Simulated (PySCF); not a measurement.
# RuHCl: structure of the triplet

The task is one start of a wider search on RuHCl: the triplet, from a bent start. It is relaxed, tested by its Hessian and followed downhill if it is a saddle.

Computed with PySCF 2.14.0. Level: PBE0, basis Ru def2-TZVP with ECP28, H def2-TZVP, Cl def2-TZVP, scalar-relativistic core potentials, no spin–orbit coupling, density fitting.

### Step 1. Where the work starts

3 atoms, charge 0, spin multiplicity 3.

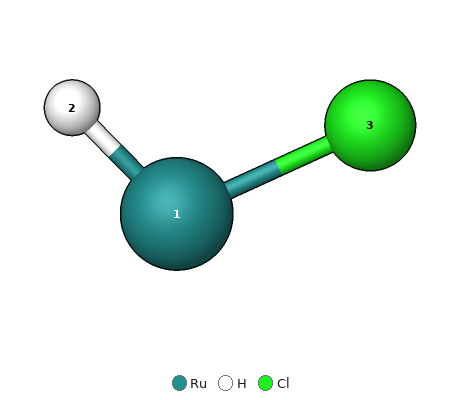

The starting geometry (ruthenium teal, hydrogen white, chlorine green); atoms are numbered from 1 in the order of the file.

```xyz
3
charge 0 multiplicity 3
Ru    0.0000    0.0000    0.0000
H    -1.2861    0.0000    0.9005
Cl    1.8349    0.0000    1.2848
```

### Step 2. First SCF at the start

One driver script runs all steps and calls PySCF; scf.py shows how it sets up the SCF of each step. The optimiser is the driver's own. After this first run the driver tries any further starts and a stability analysis.

Contents of scf.py:

```python
from pyscf import gto, scf, dft
mol = gto.M(atom='''
Ru     0.000000     0.000000     0.000000
H     -1.286100     0.000000     0.900500
Cl     1.834900     0.000000     1.284800''',
    basis={'Ru': 'def2-TZVP', 'H': 'def2-TZVP', 'Cl': 'def2-TZVP'},
    ecp={'Ru': 'def2-TZVP'},
    charge=0, spin=2)
mf = dft.UKS(mol, xc='PBE0')
mf.grids.atom_grid = (50, 194)
aux = {'Ru': 'def2-universal-JKFIT', 'H': 'def2-universal-JKFIT', 'Cl': 'def2-universal-JKFIT'}
mf = mf.density_fit(auxbasis=aux)
mf.conv_tol = 1e-08
mf.diis_space = 10
mf.max_cycle = 60
mf.init_guess = 'minao'
mf.verbose = 4
mf.kernel()
```

Run with:

```
$ OMP_NUM_THREADS=2 python axn.py task.json out
```

What it wrote:

```text
init E= -547.658774182798
[... the frontier-level lines of each cycle are left out ...]
cycle= 1 E= -554.424962394561  delta_E= -6.77  |g|= 1.56  |ddm|= 2.83
cycle= 2 E= -545.494239906402  delta_E= 8.93  |g|=    3  |ddm|= 7.56
cycle= 3 E= -554.708294548649  delta_E= -9.21  |g|= 1.24  |ddm|= 7.54
cycle= 4 E= -555.393060991331  delta_E= -0.685  |g|= 0.437  |ddm|= 0.879
cycle= 5 E= -555.485144601874  delta_E= -0.0921  |g|= 0.222  |ddm|= 0.586
cycle= 6 E= -555.508145582061  delta_E= -0.023  |g|= 0.0552  |ddm|= 0.199
cycle= 7 E= -555.510686360049  delta_E= -0.00254  |g|= 0.0274  |ddm|= 0.0702
cycle= 8 E= -555.512348376052  delta_E= -0.00166  |g|= 0.0166  |ddm|= 0.0683
cycle= 9 E= -555.513652677653  delta_E= -0.0013  |g|= 0.0109  |ddm|= 0.0728
cycle= 10 E= -555.514558945813  delta_E= -0.000906  |g|= 0.00626  |ddm|= 0.0727
cycle= 11 E= -555.514984557509  delta_E= -0.000426  |g|= 0.00389  |ddm|= 0.0546
cycle= 12 E= -555.515153581562  delta_E= -0.000169  |g|= 0.00279  |ddm|= 0.0335
cycle= 13 E= -555.515249035261  delta_E= -9.55e-05  |g|= 0.00206  |ddm|= 0.0247
cycle= 14 E= -555.515329782131  delta_E= -8.07e-05  |g|= 0.00151  |ddm|= 0.0256
cycle= 15 E= -555.515399824536  delta_E= -7e-05  |g|= 0.0014  |ddm|= 0.0357
cycle= 16 E= -555.515418982571  delta_E= -1.92e-05  |g|= 0.00069  |ddm|= 0.016
cycle= 17 E= -555.515427969562  delta_E= -8.99e-06  |g|= 0.000318  |ddm|= 0.0144
cycle= 18 E= -555.515429166326  delta_E= -1.2e-06  |g|= 0.000184  |ddm|= 0.0054
cycle= 19 E= -555.515429301338  delta_E= -1.35e-07  |g|= 0.000107  |ddm|= 0.00131
cycle= 20 E= -555.515429358283  delta_E= -5.69e-08  |g|= 7.64e-05  |ddm|= 0.000478
cycle= 21 E= -555.515429408014  delta_E= -4.97e-08  |g|= 6.03e-05  |ddm|= 0.000488
cycle= 22 E= -555.515429466186  delta_E= -5.82e-08  |g|= 3.61e-05  |ddm|= 0.000748
cycle= 23 E= -555.515429491422  delta_E= -2.52e-08  |g|= 2.41e-05  |ddm|= 0.000605
cycle= 24 E= -555.515429496436  delta_E= -5.01e-09  |g|= 1.05e-05  |ddm|= 0.00033
Extra cycle  E= -555.515429496821  delta_E= -3.85e-10  |g|= 1.1e-05  |ddm|= 3.23e-05
converged SCF energy = -555.515429496821  <S^2> = 2.0228211  2S+1 = 3.0151757
```

This step, with its further starts and checks, needed 15 s of wall time on 2 threads of Arm Neoverse V2, shared host.

Energies from each starting density:

```tsv
start	energy (Eh)
the minimal-basis guess	-555.515429
a thermally smeared density	-555.512454
a smeared PBE density	-555.512455
```

No lower solution of this spin turned up from the other starts or in the test of internal stability.

### Step 3. Bent start, triplet: relaxation

The program finds Cs symmetry in the start, which this walk keeps.

Changes to scf.py since step 2:

```diff
@@ -3,3 +3,3 @@
-Ru     0.000000     0.000000     0.000000
-H     -1.286100     0.000000     0.900500
-Cl     1.834900     0.000000     1.284800''',
+Ru    -0.455960     0.000000    -0.332428
+H     -1.742060     0.000000     0.568072
+Cl     1.378940     0.000000     0.952372''',
@@ -16 +15,0 @@
-mf.init_guess = 'minao'
```

The optimiser's trace:

```tsv
step	energy (Eh)	change (kJ/mol)	largest symmetric gradient (Eh/bohr)
0	-555.515429	0.00	0.01076
1	-555.516590	-3.05	0.00518
2	-555.517361	-5.07	0.00356
3	-555.517418	-5.22	0.00211
4	-555.517432	-5.26	0.00042
5	-555.517433	-5.26	0.00010
```

The walk took 10 s.

Positions (Å) and forces (eV/Å) along the way:

```
step 0
Ru  -0.456   0.000  -0.332   0.235   0.000   0.083
H   -1.742   0.000   0.568   0.318   0.000   0.090
Cl   1.379   0.000   0.952  -0.552   0.000  -0.173
step 1
Ru  -0.452   0.000  -0.356   0.031   0.000  -0.007
H   -1.700   0.000   0.589   0.235   0.000   0.047
Cl   1.333   0.000   0.955  -0.266   0.000  -0.040
step 3
Ru  -0.455   0.000  -0.409  -0.104   0.000   0.011
H   -1.616   0.000   0.629   0.069   0.000  -0.059
Cl   1.252   0.000   0.968   0.035   0.000   0.048
step 5
Ru  -0.458   0.000  -0.412   0.004   0.000   0.004
H   -1.610   0.000   0.630   0.001   0.000  -0.012
Cl   1.249   0.000   0.970  -0.005   0.000   0.008
```

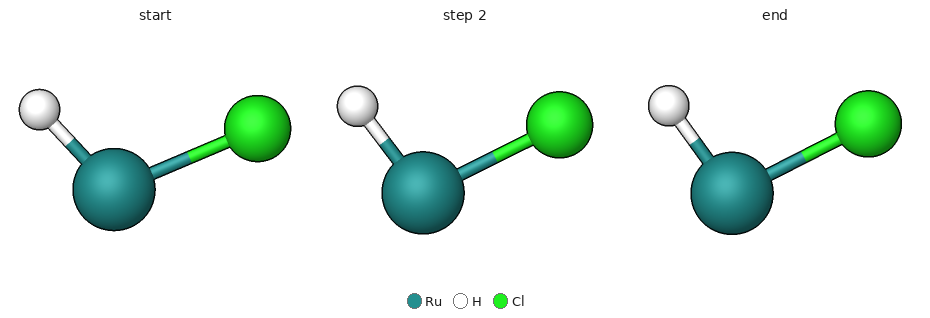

Start and end of the relaxation, with a step between.

It settles in Cs symmetry, 5.3 kJ/mol below the start, after 5 steps: Ru–Cl 2.197 Å, Ru–H 1.553 Å; Cl–Ru–H 98.9°.

### Step 4. Frequencies

On the finer grid the gradient is checked again; gradients at displacements of ±0.02 bohr then give force constants and infrared intensities.

Changes to scf.py since step 3:

```diff
@@ -3,3 +3,3 @@
-Ru    -0.455960     0.000000    -0.332428
-H     -1.742060     0.000000     0.568072
-Cl     1.378940     0.000000     0.952372''',
+Ru    -0.424391     0.000000    -0.354947
+H     -1.580196     0.000000     0.681198
+Cl     1.286471     0.000000     1.023461''',
@@ -10 +10 @@
-mf.grids.atom_grid = (50, 194)
+mf.grids.atom_grid = (75, 302)
@@ -13 +13 @@
-mf.conv_tol = 1e-08
+mf.conv_tol = 1e-10
```

The driver hands on the density of the step before, so the log starts near convergence.

Log of the central SCF (cycles and frontier levels):

```text
init E= -555.517434961434
[... the frontier-level lines of each cycle are left out ...]
cycle= 1 E= -555.517434961445  delta_E= -1.16e-11  |g|= 1.79e-06  |ddm|= 5.53e-06
Extra cycle  E= -555.517434961454  delta_E= -8.19e-12  |g|= 3.04e-06  |ddm|= 5.43e-06
converged SCF energy = -555.517434961454  <S^2> = 2.0188542  2S+1 = 3.0125432
```

The whole step took 51 s.

Geometry: Cs; Ru–Cl 2.197 Å, Ru–H 1.552 Å; Cl–Ru–H 99.3°.

Harmonic modes (main isotopes):

```csv
symmetry,ω (cm⁻¹),IR (km/mol)
a',396,30.0
a',515,45.3
a',2151,83.1
```

Every mode is real; the point is a minimum.

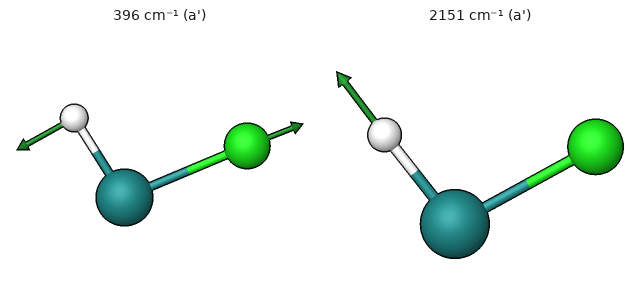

How the atoms move in 2 of the modes.

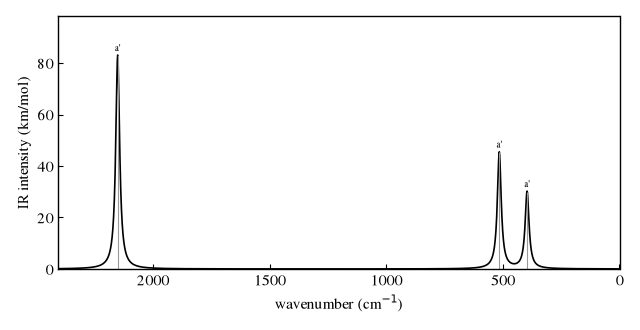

The harmonic infrared spectrum (widths in cm⁻¹). Lines are broadened to a width of 20 cm⁻¹ (Lorentzian).

Constants and moments:

- Dipole moment: 3.92 D
- Highest occupied level: -6.32 eV
- Lowest empty level: -2.98 eV
- Rotational constants: 7.218, 0.1334, 0.131 cm⁻¹
- Zero-point energy: 18.3 kJ/mol
- Principal polarisabilities: 37.9, 44.0, 60.4 bohr³
- Atomisation energy without zero-point energy: 590 kJ/mol
- Principal traceless quadrupole moments about the centre of mass: -2.65, 0.88, 1.77 D Å
- Entropy at 298.15 K and 1 bar (electronic part: spin only): 278.5 J/(mol K)
- Heat capacity Cp at 298.15 K: 44.6 J/(mol K)
- Enthalpy at 298.15 K above 0 K: 11.30 kJ/mol
- Rotational symmetry number: 1
- Spin squared ⟨S²⟩: 2.019

Charges (e) and bond orders:

| atom | Mulliken | Löwdin | polar tensor | spin (Mulliken) | Mayer order to Ru1 |
| --- | --- | --- | --- | --- | --- |
| Ru1 | 0.40 | 0.00 | 0.79 | 2.04 | – |
| H2 | 0.00 | 0.00 | -0.21 | -0.09 | 0.98 |
| Cl3 | -0.40 | 0.00 | -0.58 | 0.04 | 1.09 |

Outer orbital energies (eV). α occupied: -10.65, -9.98, -9.81, -9.46, -7.89, -7.60, -7.10, -6.95; empty: -2.98, -1.45, -0.29, 1.26. β occupied: -50.19, -21.82, -10.27, -9.66, -9.22, -9.01, -6.49, -6.32; empty: -2.78, -2.63, -2.30, -1.07.

Mulliken populations on Ru1 (outside its core potential): s 2.47, p 6.18, d 6.95, f 0.00.

### Step 5. What came out

```
                                          quantity                                       value
                                           minimum                                 triplet, Cs
                                          geometry  Ru–Cl 2.197 Å, Ru–H 1.552 Å; Cl–Ru–H 99.3°
                                wavenumbers (cm⁻¹)               396 (a'), 515 (a'), 2151 (a')
                                     dipole moment                                      3.92 D
highest occupied, lowest empty level (either spin)                             -6.32, -2.98 eV
                        polar-tensor charge of Ru1                                     +0.79 e
                                 zero-point energy                                 18.3 kJ/mol
                               entropy at 298.15 K                             278.5 J/(mol K)
         atomisation energy (no zero-point energy)                                  590 kJ/mol
                                              ⟨S²⟩                                       2.019
```

What this shows: The bent start keeps its Cs symmetry and ends in a minimum. The strongest infrared band lies at 2151 cm⁻¹ (a', stretch). Most of the spin sits on Ru1 (Mulliken spin 2.04, against 2 for the whole molecule). Only this shape and spin were tried, so other structures or states may lie lower. One determinant may miss the lowest occupation of an open d or f shell.

The search up to here took 76 s.
